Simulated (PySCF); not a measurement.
# Ag²¹⁺: dipole response in even-tempered 19s13p8d4f3g

How polarisable is Ag²¹⁺ at the levels listed below?

Method: unrestricted determinants in a Gaussian basis, no spin-orbit coupling in the energies. Code: PySCF 2.14.0.

### Step 1. Starting point

- Element: silver (Z = 47)
- Basis: an even-tempered Gaussian basis (19 s from 2.2 bohr⁻², ratio 2.5; 13 p from 2.9 bohr⁻², ratio 2.5; 8 d from 2.9 bohr⁻², ratio 2.5; 4 f from 14 bohr⁻², ratio 2.7; 3 g from 21 bohr⁻², ratio 2.7)
- Hamiltonian: scalar relativity by spin-free X2C-1e
- State 1: Ag²¹⁺: [Ar] 3d8, high-spin 3F determinant
- Methods: PBE0

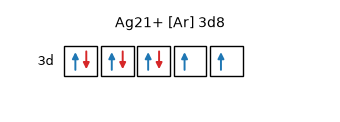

The shells outside the core, filled by Hund's rule for the drawing.

The runs were made by one driver on top of PySCF. The scripts below sum up each run's settings (the driver also hands on starting orbitals that pick excited configurations, and frozen orbitals as a list rather than a count), and the logs come from the driver's own runs. The driver starts from symmetry-adapted Hartree-Fock orbitals, holds the occupation by maximum overlap and uses a logarithmic radial grid for functionals, so a plain start would take other cycles.

The integrals over 153 functions and the set-up took 1.1 s of CPU time.

### Step 2. Ag²¹⁺: PBE0

Level: PBE0.

input.py

```python
from pyscf import gto, scf, dft, mp, cc
mol = gto.M(atom="Ag 0 0 0", charge=21, spin=2, symmetry="D2h",
            basis=gto.etbs([(0, 19, 2.2, 2.5), (1, 13, 2.9, 2.5), (2, 8, 2.9, 2.5), (3, 4, 14, 2.7), (4, 3, 21, 2.7)]),
            nucmod="G")
mf = dft.UKS(mol, xc="PBE0").sfx2c1e()
mf.irrep_nelec = {'Ag': (5, 3), 'B1g': (1, 1), 'B2g': (1, 1), 'B3g': (1, 1), 'B1u': (2, 2), 'B2u': (2, 2), 'B3u': (2, 2)}
mf.kernel()
```

Output:

```text
damping factor = 0
level_shift factor = 0
DIIS = <class 'pyscf.scf.diis.CDIIS'>
diis_start_cycle = 1
diis_space = 10
diis_damp = 0
SCF conv_tol = 1e-09
SCF conv_tol_grad = None
number electrons alpha = 14  beta = 12
XC functionals = PBE0
    C. Adamo and V. Barone.,  J. Chem. Phys. 110, 6158 (1999)
    M. Ernzerhof and G. E. Scuseria.,  J. Chem. Phys. 110, 5029 (1999)
cycle= 1 E= -5100.2821722006  delta_E= -0.00993  |g|= 0.0189  |ddm|= 0.0348
cycle= 2 E= -5100.28217600733  delta_E= -3.81e-06  |g|= 0.001  |ddm|= 0.000712
cycle= 3 E= -5100.28217601964  delta_E= -1.23e-08  |g|= 0.000227  |ddm|= 4.02e-05
cycle= 4 E= -5100.28217602047  delta_E= -8.3e-10  |g|= 1.59e-05  |ddm|= 1.09e-05
converged SCF energy = -5100.28217602047  <S^2> = 2.0001434  2S+1 = 3.0000956
```

CPU time 2.9 min on a shared host, the integrals not counted.

The occupied shells:

| shell | electrons | mean orbital energy (eV) | spread (eV) | rms radius (bohr) |
| --- | --- | --- | --- | --- |
| 1s α | 1 | -26068.3 | 0 | 0.0357 |
| 1s β | 1 | -26068.3 | 0 | 0.0357 |
| 2s α | 1 | -4439.1 | 0 | 0.146 |
| 2s β | 1 | -4433.4 | 0 | 0.146 |
| 2p α | 3 | -4054.2 | 0 | 0.129 |
| 2p β | 3 | -4049.4 | 0 | 0.129 |
| 3s α | 1 | -1321.3 | 0 | 0.382 |
| 3s β | 1 | -1314.1 | 0 | 0.382 |
| 3p α | 3 | -1193.8 | 0 | 0.380 |
| 3p β | 3 | -1185.8 | 0 | 0.380 |
| 3d α | 5 | -999.35 | 4.200 | 0.352 |
| 3d β | 3 | -993.49 | 0 | 0.352 |

⟨S²⟩ = 2.000, ⟨L²⟩ = 12.00.

The driver then solved the coupled dipole response at imaginary frequencies: mean α = 0.02125 bohr³, C₆ = 0.007623 au for a like pair.

Spin-orbit coupling, absent here, splits the open shell strongly.

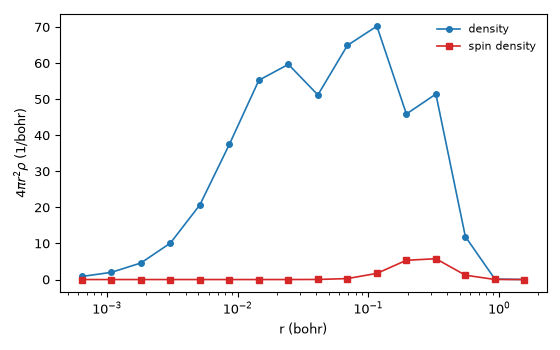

Radial density 4πr²ρ of Ag²¹⁺ at PBE0, without picture-change correction, at 16 stored radii joined by straight lines.

### Step 3. The response side by side

Ag²¹⁺, in atomic units:

| method | mean α | C₆ (like pair) | S(−4) |
| --- | --- | --- | --- |
| PBE0 | 0.02125 | 0.007623 | 0.0001243 |

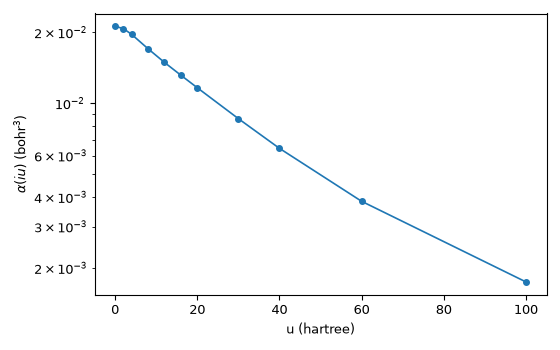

α(iu) of Ag²¹⁺, the polarisability at imaginary frequency, on a logarithmic scale.

### Step 4. Outcome

| quantity | value |
| --- | --- |
| α of Ag²¹⁺ | 0.02125 (PBE0) bohr³ |

In words: A single London oscillator with the computed α and C₆ of Ag²¹⁺ at PBE0 would have ω = 4 C₆ / (3 α²) = 22.5 hartree. All values hold for this basis alone; no basis-set limit was taken.
